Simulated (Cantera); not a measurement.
Feed: 1 mol AlN, 1.5 mol H2, at 0.520 bar.

Cantera equilibrium calculation (NASA polynomials, part measured and part estimated; ideal gas, pure solids and liquids). Candidate condensed phases: Al, AlN; 13 gas species. Kinetics and transport are ignored.

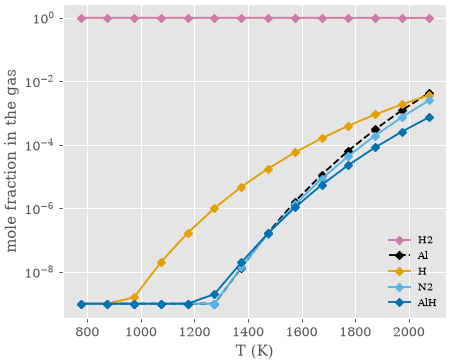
Equilibrium gas composition (values under 1e-9 drawn at 1e-9)

From 775 K to 2075 K the condensed part is AlN(s).
